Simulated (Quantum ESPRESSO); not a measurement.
# MnO2: spin-resolved density of states, part 2 of 2

Wanted: the exchange-split electronic structure of MnO2.

Quantum ESPRESSO 7.5; LDA with U = 4 eV on Mn d (ortho-atomic projectors); plane waves with GBRV 1.5 LDA potentials, no spin-orbit coupling.

So far: Set-up; Ground-state run.

**3. Post-processing**

Level of this step: LDA with U = 4 eV on Mn d (ortho-atomic projectors); plane waves with GBRV 1.5 LDA potentials, no spin-orbit coupling, projections on orthogonalised atomic orbitals (Quantum ESPRESSO).

Input file projwfc.in:

```
&PROJWFC
  prefix = 'pwscf'
  outdir = './tmp'
  filpdos = 'pdos'
  ngauss = 0
  degauss = 0.01
  DeltaE = 0.05
  Emin = -1.25
  Emax = 12.75
/
```

The run is started by

```
$ OMP_NUM_THREADS=1 mpirun -n 4 projwfc.x -nk 4 -in projwfc.in > projwfc.out
```

The program printed:

```text
[banner, memory and clock lines left out]
Program PROJWFC v.7.5 starts

     [... lines left out ...]
     IMPORTANT: XC functional enforced from input :
     Exchange-correlation= PZ
                           (   1   1   0   0   0   0   0)
     Any further DFT definition will be discarded
     Please, verify this is what you really want

     G-vector sticks info

     Check: negative core charge=   -0.000041

     Gaussian broadening (read from input): ngauss,degauss=   0    0.010000

     Calling projwave ....

  Problem Sizes
  natomwfc =           84
  nbnd     =           83
  nkstot   =           16
  npwx     =         3759
  nkb      =          176

     Atomic states used for projection
     (read from pseudopotential files):

     state #   1: atom   1 (Mn ), wfc  1 (l=0 m= 1)
     state #   2: atom   1 (Mn ), wfc  2 (l=1 m= 1)
     state #   3: atom   1 (Mn ), wfc  2 (l=1 m= 2)
     state #   4: atom   1 (Mn ), wfc  2 (l=1 m= 3)
     state #   5: atom   1 (Mn ), wfc  3 (l=0 m= 1)
     state #   6: atom   1 (Mn ), wfc  4 (l=2 m= 1)
     state #   7: atom   1 (Mn ), wfc  4 (l=2 m= 2)
     state #   8: atom   1 (Mn ), wfc  4 (l=2 m= 3)
     state #   9: atom   1 (Mn ), wfc  4 (l=2 m= 4)
     state #  10: atom   1 (Mn ), wfc  4 (l=2 m= 5)
     state #  11: atom   1 (Mn ), wfc  5 (l=1 m= 1)
     state #  12: atom   1 (Mn ), wfc  5 (l=1 m= 2)
     state #  13: atom   1 (Mn ), wfc  5 (l=1 m= 3)
     state #  14: atom   2 (Mn ), wfc  1 (l=0 m= 1)
     state #  15: atom   2 (Mn ), wfc  2 (l=1 m= 1)
     state #  16: atom   2 (Mn ), wfc  2 (l=1 m= 2)
     state #  17: atom   2 (Mn ), wfc  2 (l=1 m= 3)
     state #  18: atom   2 (Mn ), wfc  3 (l=0 m= 1)
     state #  19: atom   2 (Mn ), wfc  4 (l=2 m= 1)
     state #  20: atom   2 (Mn ), wfc  4 (l=2 m= 2)
     state #  21: atom   2 (Mn ), wfc  4 (l=2 m= 3)
     state #  22: atom   2 (Mn ), wfc  4 (l=2 m= 4)
     state #  23: atom   2 (Mn ), wfc  4 (l=2 m= 5)
     state #  24: atom   2 (Mn ), wfc  5 (l=1 m= 1)
[...]
state #  37: atom   3 (Mn ), wfc  5 (l=1 m= 1)
     state #  38: atom   3 (Mn ), wfc  5 (l=1 m= 2)
     state #  39: atom   3 (Mn ), wfc  5 (l=1 m= 3)
     state #  40: atom   4 (Mn ), wfc  1 (l=0 m= 1)
     state #  41: atom   4 (Mn ), wfc  2 (l=1 m= 1)
     state #  42: atom   4 (Mn ), wfc  2 (l=1 m= 2)
     state #  43: atom   4 (Mn ), wfc  2 (l=1 m= 3)
     state #  44: atom   4 (Mn ), wfc  3 (l=0 m= 1)
     state #  45: atom   4 (Mn ), wfc  4 (l=2 m= 1)
     state #  46: atom   4 (Mn ), wfc  4 (l=2 m= 2)
     state #  47: atom   4 (Mn ), wfc  4 (l=2 m= 3)
     state #  48: atom   4 (Mn ), wfc  4 (l=2 m= 4)
     state #  49: atom   4 (Mn ), wfc  4 (l=2 m= 5)
     state #  50: atom   4 (Mn ), wfc  5 (l=1 m= 1)
     state #  51: atom   4 (Mn ), wfc  5 (l=1 m= 2)
     state #  52: atom   4 (Mn ), wfc  5 (l=1 m= 3)
     state #  53: atom   5 (O  ), wfc  1 (l=0 m= 1)
     state #  54: atom   5 (O  ), wfc  2 (l=1 m= 1)
     state #  55: atom   5 (O  ), wfc  2 (l=1 m= 2)
     state #  56: atom   5 (O  ), wfc  2 (l=1 m= 3)
     state #  57: atom   6 (O  ), wfc  1 (l=0 m= 1)
     state #  58: atom   6 (O  ), wfc  2 (l=1 m= 1)
     state #  59: atom   6 (O  ), wfc  2 (l=1 m= 2)
     state #  60: atom   6 (O  ), wfc  2 (l=1 m= 3)
     state #  61: atom   7 (O  ), wfc  1 (l=0 m= 1)
     state #  62: atom   7 (O  ), wfc  2 (l=1 m= 1)
     state #  63: atom   7 (O  ), wfc  2 (l=1 m= 2)
     state #  64: atom   7 (O  ), wfc  2 (l=1 m= 3)
     state #  65: atom   8 (O  ), wfc  1 (l=0 m= 1)
     state #  66: atom   8 (O  ), wfc  2 (l=1 m= 1)
     state #  67: atom   8 (O  ), wfc  2 (l=1 m= 2)
     state #  68: atom   8 (O  ), wfc  2 (l=1 m= 3)
     state #  69: atom   9 (O  ), wfc  1 (l=0 m= 1)
     state #  70: atom   9 (O  ), wfc  2 (l=1 m= 1)
     state #  71: atom   9 (O  ), wfc  2 (l=1 m= 2)
     state #  72: atom   9 (O  ), wfc  2 (l=1 m= 3)
     state #  73: atom  10 (O  ), wfc  1 (l=0 m= 1)
     state #  74: atom  10 (O  ), wfc  2 (l=1 m= 1)
     state #  75: atom  10 (O  ), wfc  2 (l=1 m= 2)
     state #  76: atom  10 (O  ), wfc  2 (l=1 m= 3)
     state #  77: atom  11 (O  ), wfc  1 (l=0 m= 1)
     state #  78: atom  11 (O  ), wfc  2 (l=1 m= 1)
     state #  79: atom  11 (O  ), wfc  2 (l=1 m= 2)
     state #  80: atom  11 (O  ), wfc  2 (l=1 m= 3)
     state #  81: atom  12 (O  ), wfc  1 (l=0 m= 1)
     state #  82: atom  12 (O  ), wfc  2 (l=1 m= 1)
     state #  83: atom  12 (O  ), wfc  2 (l=1 m= 2)
     state #  84: atom  12 (O  ), wfc  2 (l=1 m= 3)

 [... projections of the bands left out ...]

Lowdin Charges:

     Atom #   1: total charge =  14.4258, s =  2.3433, p =  7.0156, d =  5.0670,
                 spin up      =   8.8259, s =  1.1852,
                 spin up      =   8.8259, p =  3.5199, pz=  1.1733, px=  1.1733, py=  1.1733,
                 spin up      =   8.8259, d =  4.1208, dz2=  0.5729, dxz=  0.9917, dyz=  0.9917, dx2-y2=  0.5729, dxy=  0.9917,
                 spin down    =   5.5999, s =  1.1581,
                 spin down    =   5.5999, p =  3.4957, pz=  1.1652, px=  1.1652, py=  1.1652,
                 spin down    =   5.5999, d =  0.9461, dz2=  0.3097, dxz=  0.1089, dyz=  0.1089, dx2-y2=  0.3097, dxy=  0.1089,
                 polarization =   3.2260, s =  0.0271, p =  0.0241, d =  3.1747,
     Atom #   2: total charge =  14.4258, s =  2.3433, p =  7.0156, d =  5.0670,
                 spin up      =   8.8259, s =  1.1852,
                 spin up      =   8.8259, p =  3.5199, pz=  1.1733, px=  1.1733, py=  1.1733,
                 spin up      =   8.8259, d =  4.1208, dz2=  0.5729, dxz=  0.9917, dyz=  0.9917, dx2-y2=  0.5729, dxy=  0.9917,
                 spin down    =   5.5999, s =  1.1581,
                 spin down    =   5.5999, p =  3.4957, pz=  1.1652, px=  1.1652, py=  1.1652,
                 spin down    =   5.5999, d =  0.9461, dz2=  0.3097, dxz=  0.1089, dyz=  0.1089, dx2-y2=  0.3097, dxy=  0.1089,
                 polarization =   3.2260, s =  0.0271, p =  0.0241, d =  3.1747,
     Atom #   3: total charge =  14.4258, s =  2.3433, p =  7.0156, d =  5.0670,
                 spin up      =   8.8259, s =  1.1852,
                 spin up      =   8.8259, p =  3.5199, pz=  1.1733, px=  1.1733, py=  1.1733,
                 spin up      =   8.8259, d =  4.1208, dz2=  0.5729, dxz=  0.9917, dyz=  0.9917, dx2-y2=  0.5729, dxy=  0.9917,
                 spin down    =   5.5999, s =  1.1581,
                 spin down    =   5.5999, p =  3.4957, pz=  1.1652, px=  1.1652, py=  1.1652,
                 spin down    =   5.5999, d =  0.9461, dz2=  0.3097, dxz=  0.1089, dyz=  0.1089, dx2-y2=  0.3097, dxy=  0.1089,
                 polarization =   3.2260, s =  0.0271, p =  0.0241, d =  3.1747,
     Atom #   4: total charge =  14.4258, s =  2.3433, p =  7.0156, d =  5.0670,
                 spin up      =   8.8259, s =  1.1852,
                 spin up      =   8.8259, p =  3.5199, pz=  1.1733, px=  1.1733, py=  1.1733,
                 spin up      =   8.8259, d =  4.1208, dz2=  0.5729, dxz=  0.9917, dyz=  0.9917, dx2-y2=  0.5729, dxy=  0.9917,
                 spin down    =   5.5999, s =  1.1581,
                 spin down    =   5.5999, p =  3.4957, pz=  1.1652, px=  1.1652, py=  1.1652,
                 spin down    =   5.5999, d =  0.9461, dz2=  0.3097, dxz=  0.1089, dyz=  0.1089, dx2-y2=  0.3097, dxy=  0.1089,
                 polarization =   3.2260, s =  0.0271, p =  0.0241, d =  3.1747,
     Atom #   5: total charge =   6.2616, s =  1.6252, p =  4.6364, d =  0.0000,
                 spin up      =   3.0728, s =  0.8156,
                 spin up      =   3.0728, p =  2.2572, pz=  0.7524, px=  0.7524, py=  0.7524,
                 spin up      =   3.0728, d =  0.0000, dz2=  0.0000, dxz=  0.0000, dyz=  0.0000, dx2-y2=  0.0000, dxy=  0.0000,
                 spin down    =   3.1888, s =  0.8096,
                 spin down    =   3.1888, p =  2.3792, pz=  0.7931, px=  0.7931, py=  0.7931,
                 spin down    =   3.1888, d =  0.0000, dz2=  0.0000, dxz=  0.0000, dyz=  0.0000, dx2-y2=  0.0000, dxy=  0.0000,
                 polarization =  -0.1160, s =  0.0060, p = -0.1221, d =  0.0000,
     Atom #   6: total charge =   6.2616, s =  1.6252, p =  4.6364, d =  0.0000,
                 spin up      =   3.0728, s =  0.8156,
                 spin up      =   3.0728, p =  2.2572, pz=  0.7524, px=  0.7524, py=  0.7524,
                 spin up      =   3.0728, d =  0.0000, dz2=  0.0000, dxz=  0.0000, dyz=  0.0000, dx2-y2=  0.0000, dxy=  0.0000,
                 spin down    =   3.1888, s =  0.8096,
                 spin down    =   3.1888, p =  2.3792, pz=  0.7931, px=  0.7931, py=  0.7931,
                 spin down    =   3.1888, d =  0.0000, dz2=  0.0000, dxz=  0.0000, dyz=  0.0000, dx2-y2=  0.0000, dxy=  0.0000,
                 polarization =  -0.1160, s =  0.0060, p = -0.1221, d =  0.0000,
     Atom #   7: total charge =   6.2616, s =  1.6252, p =  4.6364, d =  0.0000,
                 spin up      =   3.0728, s =  0.8156,
                 spin up      =   3.0728, p =  2.2572, pz=  0.7524, px=  0.7524, py=  0.7524,
                 spin up      =   3.0728, d =  0.0000, dz2=  0.0000, dxz=  0.0000, dyz=  0.0000, dx2-y2=  0.0000, dxy=  0.0000,
                 spin down    =   3.1888, s =  0.8096,
                 spin down    =   3.1888, p =  2.3792, pz=  0.7931, px=  0.7931, py=  0.7931,
                 spin down    =   3.1888, d =  0.0000, dz2=  0.0000, dxz=  0.0000, dyz=  0.0000, dx2-y2=  0.0000, dxy=  0.0000,
                 polarization =  -0.1160, s =  0.0060, p = -0.1221, d =  0.0000,
     Atom #   8: total charge =   6.2616, s =  1.6252, p =  4.6364, d =  0.0000,
                 spin up      =   3.0728, s =  0.8156,
                 spin up      =   3.0728, p =  2.2572, pz=  0.7524, px=  0.7524, py=  0.7524,
                 spin up      =   3.0728, d =  0.0000, dz2=  0.0000, dxz=  0.0000, dyz=  0.0000, dx2-y2=  0.0000, dxy=  0.0000,
                 spin down    =   3.1888, s =  0.8096,
                 spin down    =   3.1888, p =  2.3792, pz=  0.7931, px=  0.7931, py=  0.7931,
                 spin down    =   3.1888, d =  0.0000, dz2=  0.0000, dxz=  0.0000, dyz=  0.0000, dx2-y2=  0.0000, dxy=  0.0000,
                 polarization =  -0.1160, s =  0.0060, p = -0.1221, d =  0.0000,
     Atom #   9: total charge =   6.2616, s =  1.6252, p =  4.6364, d =  0.0000,
                 spin up      =   3.0728, s =  0.8156,
                 spin up      =   3.0728, p =  2.2572, pz=  0.7524, px=  0.7524, py=  0.7524,
                 spin up      =   3.0728, d =  0.0000, dz2=  0.0000, dxz=  0.0000, dyz=  0.0000, dx2-y2=  0.0000
```

Run time: 2.2 s. Hardware: 4 MPI ranks of Intel Xeon Platinum 8488C (Sapphire Rapids), shared host; peak memory 0.39 GiB.

The density of states has structure finer than the step of the table below, so its rows give means over 1 eV, whole bins alone (the curve runs from -9.00 to 5.05 eV). Peaks (eV: height): up -7.0: 8.3, -5.9: 9.25, -1.6: 8.58, 1.5: 9.44; down -5.0: 10.6, -4.2: 8.7, 2.7: 14.7, 4.1: 14; Mn1 d up -7.0: 1.28, -5.9: 1.33, -5.0: 1.45, 1.5: 1.04; Mn1 d down -5.0: 0.603, -4.2: 0.546, 2.7: 3.3, 4.1: 2.35; O5 p up -2.3: 0.602, -1.6: 0.799, -1.1: 0.783, 1.6: 0.59.

Gaussian broadening of 0.136 eV on the SCF mesh. Table of density of states by energy, zero at the Fermi level; means over each step; values in states/eV/cell:

```csv
energy (eV),up,down,Mn1 d up,Mn1 d down,O5 p up,O5 p down
-8,1.03,0,0.152,0,0.0439,0
-7,5.38,9.0e-4,0.785,4.9e-5,0.240,7.9e-5
-6,5.94,2.35,0.816,0.0877,0.292,0.214
-5,4.24,6.70,0.734,0.296,0.145,0.594
-4,4.59,4.93,0.616,0.276,0.224,0.448
-3,4.64,4.90,0.404,0.124,0.326,0.512
-2,6.46,4.32,0.354,0.0704,0.581,0.486
-1,3.71,0.802,0.143,0.00429,0.377,0.0965
0,0,0,0,0,0,0
1,2.44,0.280,0.277,0.0663,0.140,0.00138
2,5.55,4.84,0.581,1.10,0.378,0.0467
3,0.00480,6.96,4.7e-4,1.53,3.6e-4,0.0916
4,0,7.68,0,1.28,0,0.268
```

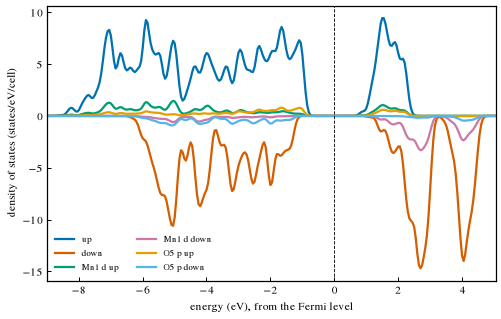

Density of states against energy. Down spins are drawn negative.

**4. Results**

```json
{
 "state": "ferromagnetic",
 "largest moment in a sphere": "2.77 μB"
}
```

What this shows: Distinct peaks of the density of states (up) stand at -7.05, -5.90, -1.65, -1.10 and 1.50 eV; the one at 1.50 eV is strongest. These are Kohn–Sham states without spin–orbit coupling, on the mesh of the self-consistent run.

[Logs and program files are shortened in this print: banners, set-up blocks, solver, clock and traceback lines can be left out without a mark of their own.]

[Logs are printed without paths, hosts, clocks, repeated set-up lines and the standing remarks that a program may print on its own settings, such as how far it seeks lower states.]

[Hosts, paths, dates, database ids (printed as entryN), source tags and the programs' standing remarks are cut or masked in the printed files.]

[Where a cell is said to come from a database of computed structures, the database is the Materials Project.]
